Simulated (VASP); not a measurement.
Band structure of ZrAl3 (space group Pm-3m). All values below come from PBEsol GGA, VASP's PBE PAW potentials (set 64) (plane waves; VASP).

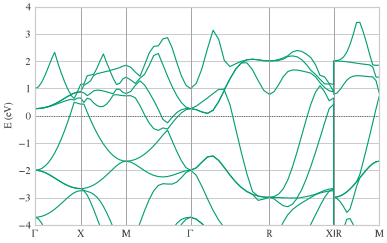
Figure. Bands along high-symmetry lines, zero at the valence-band maximum or, without a gap, the Fermi level

Q: Read the plot: is there a gap, and where are the band edges?

A: It has no gap at this level: it comes out as a metal or semimetal. (Edges off the drawn lines would not show.)

The structure comes from a computed database's ZrAl3 entry (Pm-3m); how it stands against other phases isn't given here. It was relaxed first. The electron count is odd and the run is not spin-polarised, which forces a metal.
